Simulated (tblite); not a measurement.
Geometry relaxation of C$_{2}$H$_{10}$BNSi$_{2}$ (part 1 of 4)

The run: geometry relaxation of C$_{2}$H$_{10}$BNSi$_{2}$. Method and program: GFN2-xTB geometry optimisation, gas phase (tblite 0.8.0).

It belongs to a series of runs on one base structure; here: constitutional isomer.

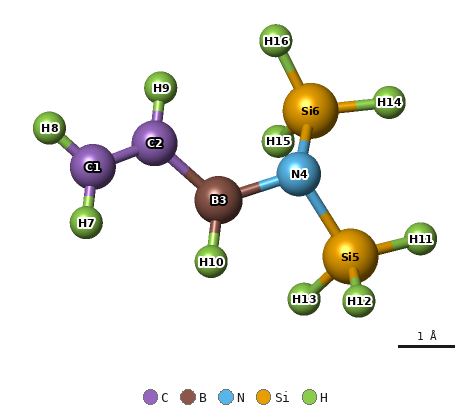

**Figure 1.** The starting structure (ball-and-stick view, seen at a tilt; atoms are numbered from 1 in the order of the input). Bond lengths as drawn: B–C 1.57 Å, B–H 1.18 Å, B–N 1.54 Å, C–C 1.35 Å, C–H 1.07 to 1.08 Å, H–Si 1.44 to 1.49 Å and N–Si 1.80 to 1.81 Å.

### Input
```
{"job": {"kind": "relax", "xc": "GFN2-xTB", "basis": "xTB"}, "charge": 0, "multiplicity": 1}
C      3.039500     0.039300    -0.426200
C      1.776400     0.503800    -0.494300
B      0.625600    -0.407300     0.065500
N     -0.810300    -0.275500    -0.467000
Si    -1.784500    -1.406200     0.550000
Si    -1.453300     1.385000    -0.239600
H      3.284200    -0.931100    -0.016700
H      3.815400     0.671600    -0.796100
H      1.539900     1.470100    -0.895500
H      0.889000    -1.458500     0.536300
H     -3.196200    -1.044500     0.533100
H     -1.541700    -2.797000     0.130000
H     -1.249800    -1.258700     1.930500
H     -2.881700     1.333400    -0.493700
H     -1.255900     1.829900     1.163400
H     -0.804300     2.354600    -1.091300
```

The first line tells a small driver script what to run in tblite; the rest is the geometry in Å.

Launch command:
```bash
OMP_NUM_THREADS=1 python <driver script> task.json out
```

### Log
```
step      E/eV     max force
  0    -462.49983    2.964
  1    -462.75134    2.123
  2    -462.92937    2.100
  3    -463.00975    0.695
  4    -463.06085    0.493
  5    -463.09171    0.577
  6    -463.13024    0.692
  7    -463.17907    0.641
  8    -463.22361    0.598
  9    -463.25730    0.485
 10    -463.28951    0.439
 11    -463.32036    0.390
 12    -463.35061    0.365
 13    -463.37454    0.347
 14    -463.38751    0.262
 15    -463.39521    0.203
 16    -463.40192    0.163
 17    -463.40760    0.203
 18    -463.41240    0.182
 19    -463.41673    0.189
 20    -463.42029    0.176
 21    -463.42286    0.160
 22    -463.42465    0.143
 23    -463.42581    0.071
 24    -463.42651    0.064
 25    -463.42700    0.058
 26    -463.42748    0.070
 27    -463.42814    0.072
 28    -463.42901    0.101
 29    -463.42993    0.101
 30    -463.43065    0.068
 31    -463.43112    0.071
 32    -463.43156    0.064
 33    -463.43209    0.061
 34    -463.43265    0.061
 35    -463.43311    0.053
 36    -463.43350    0.054
 37    -463.43395    0.070
 38    -463.43455    0.084
 39    -463.43520    0.086
 40    -463.43573    0.053
 41    -463.43614    0.056
 42    -463.43654    0.074
 43    -463.43706    0.069
 44    -463.43765    0.069
 45    -463.43821    0.059
 46    -463.43869    0.056
 47    -463.43913    0.067
 48    -463.43952    0.053
 49    -463.43978    0.037
 50    -463.43998    0.041
 51    -463.44022    0.044
 52    -463.44061    0.066
 53    -463.44120    0.067
 54    -463.44194    0.069
 55    -463.44271    0.081
 56    -463.44357    0.102
 57    -463.44480    0.112
 58    -463.44661    0.125
 59    -463.44885    0.128
 60    -463.45110    0.102
 61    -463.45252    0.092
 62    -463.45268    0.128
 63    -463.45444    0.098
 64    -463.45560    0.086
 65    -463.45771    0.090
 66    -463.45882    0.070
 67    -463.45950    0.052
 68    -463.45986    0.047
 69    -463.46018    0.043
 70    -463.46051    0.043
 71    -463.46086    0.057
 72    -463.46120    0.045
 73    -463.46152    0.046
 74    -463.46176    0.038
 75    -463.46196    0.034
 76    -463.46213    0.028
 77    -463.46228    0.026
 78    -463.46241    0.028
 79    -463.46253    0.027
 80    -463.46264    0.025
 81    -463.46276    0.022
 82    -463.46288    0.022
 83    -463.46297    0.019
 84    -463.46302    0.021
 85    -463.46307    0.020
 86    -463.46314    0.024
 87    -463.46326    0.039
 88    -463.46346    0.048
 89    -463.46369    0.041
 90    -463.46389    0.033
 91    -463.46406    0.034
 92    -463.46428    0.043
 93    -463.46461    0.055
 94    -463.46499    0.050
 95    -463.46527    0.036
 96    -463.46543    0.031
 97    -463.46559    0.035
 98    -463.46587    0.060
 99    -463.46632    0.075
100    -463.46690    0.064
101    -463.46731    0.034
102    -463.46745    0.023
103    -463.46755    0.029
104    -463.46772    0.035
105    -463.46788    0.027
106    -463.46797    0.015
107    -463.46801    0.011
108    -463.46803    0.014
109    -463.46806    0.012
110    -463.46809    0.010
111    -463.46813    0.012
112    -463.46818    0.011
113    -463.46823    0.017
114    -463.46825    0.011
115    -463.46827    0.006
```

### Trajectory as extended XYZ (Å, eV, eV/Å), 50 of the 116 frames kept, from step=0 to step=115
```
16
Properties=species:S:1:pos:R:3:forces:R:3 step=0 energy=-462.49983
C     3.0395    0.0393   -0.4262   -1.1120   0.7720  -0.1590
C     1.7764    0.5038   -0.4943    0.0280  -1.3280   1.1150
B     0.6256   -0.4073    0.0655   -1.4950  -0.2480  -2.2990
N    -0.8103   -0.2755   -0.4670    1.1520   0.5090   2.6830
Si   -1.7845   -1.4062    0.5500    0.5890   0.0310  -0.1340
Si   -1.4533    1.3850   -0.2396    0.3590  -0.7020   0.1360
H     3.2842   -0.9311   -0.0167   -0.0400   0.2700  -0.0960
H     3.8154    0.6716   -0.7961    0.6580  -0.0710  -0.1590
H     1.5399    1.4701   -0.8955    0.2590   0.2240  -0.1960
H     0.8890   -1.4585    0.5363    0.0820   0.3610   0.1130
H    -3.1962   -1.0445    0.5331   -0.0200  -0.0250  -0.1050
H    -1.5417   -2.7970    0.1300   -0.0530   0.2870  -0.1130
H    -1.2498   -1.2587    1.9305   -0.3880  -0.1030  -0.1550
H    -2.8817    1.3334   -0.4937   -0.1600  -0.0220  -0.1420
H    -1.2559    1.8299    1.1634   -0.0500  -0.0230  -0.1870
H    -0.8043    2.3546   -1.0913    0.1900   0.0690  -0.3030
16
Properties=species:S:1:pos:R:3:forces:R:3 step=2 energy=-462.92937
C     3.0250    0.0591   -0.4299   -0.8480   0.2850   0.0480
C     1.7450    0.4758   -0.4572    0.8050   0.2830  -0.4250
B     0.5686   -0.4312   -0.0340    1.8600  -0.9640   0.1520
N    -0.7649   -0.2495   -0.3428   -1.6090   0.4190   0.5120
Si   -1.7621   -1.4066    0.5485   -0.3040  -0.1580   0.3790
Si   -1.4384    1.3610   -0.2349   -0.1580   0.6240  -0.0590
H     3.2806   -0.9114   -0.0243    0.0000   0.1570  -0.0780
H     3.8398    0.6649   -0.8008   -0.0030  -0.0700   0.0560
H     1.5556    1.4648   -0.8973    0.0880  -0.3310   0.1910
H     0.8908   -1.4378    0.5383   -0.0860   0.2320  -0.2580
H    -3.1933   -1.0463    0.5268    0.2840  -0.0500  -0.1720
H    -1.5437   -2.7835    0.1228    0.0380   0.0660  -0.2370
H    -1.2695   -1.2644    1.9243   -0.2540  -0.1270   0.1350
H    -2.8862    1.3312   -0.5008    0.2080  -0.1220  -0.1060
H    -1.2584    1.8287    1.1543   -0.0360   0.0210  -0.0710
H    -0.7965    2.3542   -1.1045    0.0150  -0.2660  -0.0670
16
Properties=species:S:1:pos:R:3:forces:R:3 step=5 energy=-463.09171
C     3.0140    0.0742   -0.4300    0.2960  -0.0670  -0.0270
C     1.7514    0.4797   -0.4717   -0.0600  -0.1320  -0.2960
B     0.6060   -0.4757   -0.0750   -0.4810   0.3090   0.0810
N    -0.7918   -0.2245   -0.2550    0.4210   0.0140   0.2090
Si   -1.7756   -1.4188    0.5756   -0.0160  -0.0730   0.1970
Si   -1.4463    1.3949   -0.2324   -0.0210   0.0690   0.1070
H     3.2767   -0.8920   -0.0329   -0.0020  -0.0710   0.0110
H     3.8442    0.6573   -0.7959    0.0460   0.1350   0.0570
H     1.5634    1.4536   -0.8903   -0.1150   0.2590  -0.0820
H     0.8930   -1.4321    0.5257    0.1640  -0.4020  -0.1180
H    -3.1786   -1.0498    0.5116   -0.1520   0.0190  -0.1400
H    -1.5411   -2.7750    0.1014    0.0390   0.0020  -0.2040
H    -1.2950   -1.2780    1.9398   -0.1670  -0.1900   0.4240
H    -2.8766    1.3225   -0.5129   -0.0380  -0.0500  -0.1440
H    -1.2623    1.8345    1.1497   -0.0400   0.2300   0.1440
H    -0.7891    2.3381   -1.1190    0.1250  -0.0520  -0.2190
16
Properties=species:S:1:pos:R:3:forces:R:3 step=7 energy=-463.17907
C     3.0258    0.0836   -0.4333   -0.2760   0.0060  -0.1410
C     1.7547    0.4715   -0.5153    0.0190  -0.2030  -0.0580
B     0.6068   -0.4920   -0.1010   -0.2870   0.3260   0.4720
N    -0.7870   -0.1981   -0.1519    0.1480  -0.0020  -0.0430
Si   -1.7890   -1.4363    0.6205    0.3410   0.1770  -0.0770
Si   -1.4549    1.4338   -0.2202    0.2740  -0.4900   0.0850
H     3.2734   -0.8814   -0.0401    0.0840  -0.2620   0.0540
H     3.8540    0.6641   -0.7854    0.2300   0.3010   0.0350
H     1.5600    1.4656   -0.8911   -0.0790   0.0830  -0.1430
H     0.9100   -1.4629    0.4987    0.0730  -0.1490  -0.3570
H    -3.1788   -1.0516    0.4830   -0.2380   0.0210  -0.0810
H    -1.5349   -2.7657    0.0611    0.0050   0.1230  -0.0490
H    -1.3367   -1.3105    1.9964   -0.1760  -0.2510   0.3640
H    -2.8704    1.3091   -0.5387   -0.0970   0.0110  -0.1210
H    -1.2703    1.8636    1.1594   -0.0740   0.3610   0.1740
H    -0.7704    2.3162   -1.1537    0.0540  -0.0510  -0.1150
16
Properties=species:S:1:pos:R:3:forces:R:3 step=9 energy=-463.25730
C     3.0319    0.0874   -0.4455   -0.2870   0.0050  -0.1720
C     1.7554    0.4600   -0.5630   -0.0010   0.0390   0.3030
B     0.5999   -0.4857   -0.0868    0.3790  -0.0040   0.3030
N    -0.7771   -0.1782   -0.0702   -0.2030  -0.0390  -0.0540
Si   -1.7880   -1.4419    0.6601    0.1270   0.2170  -0.0950
Si   -1.4500    1.4479   -0.2041    0.1800  -0.3330   0.0300
H     3.2749   -0.8853   -0.0449    0.0540   0.0130  -0.0960
H     3.8698    0.6870   -0.7705   -0.0290   0.0800   0.1090
H     1.5510    1.4783   -0.9003    0.0270  -0.2930  -0.1430
H     0.9297   -1.5028    0.4495   -0.0630   0.1690  -0.3980
H    -3.1892   -1.0531    0.4521    0.1080  -0.0620   0.0320
H    -1.5284   -2.7487    0.0216   -0.0110   0.2840   0.1330
H    -1.3864   -1.3575    2.0716   -0.2240  -0.2540  -0.0030
H    -2.8665    1.2976   -0.5693    0.1420   0.0540  -0.0100
H    -1.2828    1.9143    1.1784   -0.1110   0.3110  -0.0750
H    -0.7518    2.2896   -1.1899   -0.0880  -0.1860   0.1370
16
Properties=species:S:1:pos:R:3:forces:R:3 step=12 energy=-463.35061
C     3.0240    0.0874   -0.4752    0.3140  -0.0140   0.1610
C     1.7496    0.4560   -0.5665   -0.0140   0.1890   0.2270
B     0.6197   -0.4719   -0.0408   -0.0690  -0.0870  -0.2430
N    -0.7646   -0.1714   -0.0003    0.2700  -0.0480   0.0220
Si   -1.7797   -1.4243    0.6927   -0.2630  -0.0880   0.1520
Si   -1.4300    1.4311   -0.1814   -0.1690   0.3160   0.0690
H     3.2824   -0.8836   -0.0659    0.0010   0.1490  -0.1470
H     3.8720    0.7164   -0.7420   -0.2730  -0.1270  -0.0450
H     1.5424    1.4574   -0.9323   -0.0280  -0.0730  -0.0860
H     0.9446   -1.5296    0.3523    0.0390  -0.1170  -0.0050
H    -3.1838   -1.0623    0.4282    0.1780  -0.0030   0.1020
H    -1.5216   -2.6942    0.0019    0.0660   0.0920   0.1140
H    -1.4673   -1.4397    2.1413   -0.1630  -0.1230  -0.2680
H    -2.8398    1.2936   -0.5989    0.2090   0.0070   0.0880
H    -1.3113    2.0073    1.1808   -0.0840   0.0910  -0.3040
H    -0.7441    2.2367   -1.2053   -0.0140  -0.1640   0.1640
16
Properties=species:S:1:pos:R:3:forces:R:3 step=14 energy=-463.38751
C     3.0258    0.0928   -0.4809    0.0860   0.0460   0.2060
C     1.7506    0.4611   -0.5530    0.0120   0.0320   0.0170
B     0.6299   -0.4780   -0.0404   -0.2110  -0.0230  -0.1540
N    -0.7485   -0.1633    0.0570    0.0850   0.0410   0.0120
Si   -1.7870   -1.4199    0.7201    0.0070  -0.0060  -0.0500
Si   -1.4263    1.4382   -0.1640    0.0100   0.0100   0.0390
H     3.2874   -0.8737   -0.0863    0.0650  -0.1000   0.0180
H     3.8621    0.7260   -0.7314   -0.0150   0.0590  -0.1850
H     1.5376    1.4414   -0.9544   -0.0610   0.1460  -0.0070
H     0.9552   -1.5494    0.2972    0.0460  -0.2160   0.0510
H    -3.1705   -1.0668    0.4198   -0.0820   0.0990   0.0790
H    -1.5132   -2.6578   -0.0042    0.0940  -0.0840   0.0650
H    -1.5257   -1.4942    2.1640   -0.0740  -0.0590  -0.0890
H    -2.8134    1.2905   -0.6112   -0.0120  -0.0320   0.0690
H    -1.3329    2.0651    1.1627   -0.0520   0.1120  -0.1080
H    -0.7386    2.1968   -1.2064    0.1010  -0.0250   0.0380
16
Properties=species:S:1:pos:R:3:forces:R:3 step=16 energy=-463.40192
C     3.0294    0.0991   -0.4699   -0.0990   0.0550   0.0620
C     1.7518    0.4654   -0.5463    0.0140  -0.0650  -0.0680
B     0.6261   -0.4867   -0.0530    0.0860  -0.0670   0.0320
N    -0.7405   -0.1561    0.0859   -0.1050  -0.0080  -0.0350
Si   -1.7900   -1.4187    0.7276    0.0460   0.0310  -0.1430
Si   -1.4240    1.4422   -0.1556    0.0670  -0.0970  -0.0470
H     3.2935   -0.8743   -0.0938    0.0630  -0.0520   0.0660
H     3.8575    0.7330   -0.7394    0.0410   0.0760  -0.1280
H     1.5330    1.4422   -0.9623   -0.0140   0.0580   0.0910
H     0.9612   -1.5682    0.2774   -0.0500  -0.0210  -0.0460
H    -3.1695   -1.0620    0.4214   -0.1110   0.1050   0.0570
H    -1.5034   -2.6483   -0.0027    0.0800  -0.1080   0.0400
H    -1.5550   -1.5202    2.1671   -0.0260  -0.0360   0.0320
H    -2.8033    1.2868   -0.6117   -0.0830  -0.0410   0.0490
H    -1.3451    2.0961    1.1483   -0.0310   0.1490   0.0480
H    -0.7292    2.1785   -1.2045    0.1230   0.0190  -0.0100
16
Properties=species:S:1:pos:R:3:forces:R:3 step=19 energy=-463.41673
C     3.0316    0.1072   -0.4528    0.0100  -0.0140  -0.1690
C     1.7519    0.4651   -0.5434   -0.0130  -0.0520   0.0080
B     0.6285   -0.4972   -0.0569    0.0520   0.0040   0.0500
N    -0.7387   -0.1583    0.0848   -0.0010  -0.0420  -0.0280
Si   -1.7934   -1.4166    0.7148   -0.0780  -0.0790   0.0400
Si   -1.4179    1.4387   -0.1542   -0.0120   0.0690  -0.0020
H     3.3064   -0.8761   -0.0915    0.0040   0.1870   0.0300
H     3.8502    0.7436   -0.7633   -0.0350  -0.0340   0.0380
H     1.5272    1.4479   -0.9547    0.0370  -0.1060   0.1310
H     0.9580   -1.5867    0.2607   -0.0530   0.0580  -0.0680
H    -3.1805   -1.0433    0.4360    0.0170   0.0360   0.0140
H    -1.4845   -2.6578    0.0104    0.0110  -0.0430   0.0060
H    -1.5771   -1.5415    2.1608   -0.0080   0.0080  -0.0320
H    -2.8042    1.2796   -0.5999   -0.0030  -0.0230   0.0320
H    -1.3586    2.1362    1.1359   -0.0020   0.0260  -0.0310
H    -0.7064    2.1681   -1.1981    0.0730   0.0040  -0.0180
16
Properties=species:S:1:pos:R:3:forces:R:3 step=21 energy=-463.42286
C     3.0318    0.1097   -0.4582    0.0640  -0.0320  -0.1170
C     1.7516    0.4600   -0.5421   -0.0280   0.0000   0.0640
B     0.6330   -0.4999   -0.0519   -0.1540   0.0380  -0.0210
N    -0.7389   -0.1630    0.0804    0.0140   0.0050   0.0300
Si   -1.7991   -1.4202    0.7107   -0.0210  -0.0480   0.0430
Si   -1.4147    1.4398   -0.1540   -0.0030   0.0460   0.0010
H     3.3133   -0.8650   -0.0875    0.0280   0.0810   0.0290
H     3.8453    0.7477   -0.7715    0.0100   0.0140   0.0120
H     1.5265    1.4436   -0.9420   -0.0080  -0.0200   0.0510
H     0.9527   -1.5917    0.2466    0.0010  -0.0390  -0.0100
H    -3.1853   -1.0319    0.4434    0.0430   0.0010  -0.0110
H    -1.4751   -2.6653    0.0168   -0.0310  -0.0070   0.0000
H    -1.5879   -1.5514    2.1576    0.0000   0.0190  -0.0310
H    -2.8052    1.2748   -0.5924    0.0480  -0.0030   0.0230
H    -1.3650    2.1580    1.1294    0.0160  -0.0350  -0.0710
H    -0.6905    2.1636   -1.1968    0.0220  -0.0200   0.0090
16
Properties=species:S:1:pos:R:3:forces:R:3 step=23 energy=-463.42581
C     3.0328    0.1108   -0.4683    0.0040  -0.0050  -0.0060
C     1.7505    0.4566   -0.5381    0.0000   0.0140   0.0340
B     0.6288   -0.5019   -0.0523   -0.0670  -0.0020   0.0000
N    -0.7400   -0.1625    0.0892   -0.0470   0.0160   0.0250
Si   -1.8026   -1.4244    0.7130    0.0250   0.0130  -0.0090
Si   -1.4123    1.4428   -0.1532    0.0190  -0.0230  -0.0200
H     3.3191   -0.8543   -0.0847    0.0560  -0.0390   0.0210
H     3.8447    0.7518   -0.7746    0.0170   0.0500  -0.0330
H     1.5256    1.4397   -0.9333   -0.0440   0.0490   0.0090
H     0.9504   -1.5969    0.2347   -0.0150  -0.0370  -0.0050
H    -3.1846   -1.0264    0.4448    0.0200  -0.0090  -0.0210
H    -1.4720   -2.6671    0.0181   -0.0440  -0.0050  -0.0030
H    -1.5977   -1.5590    2.1577    0.0130   0.0140   0.0190
H    -2.8017    1.2715   -0.5891    0.0330   0.0060   0.0050
H    -1.3684    2.1708    1.1218    0.0270  -0.0210  -0.0250
H    -0.6801    2.1575   -1.1971    0.0040  -0.0210   0.0100
```
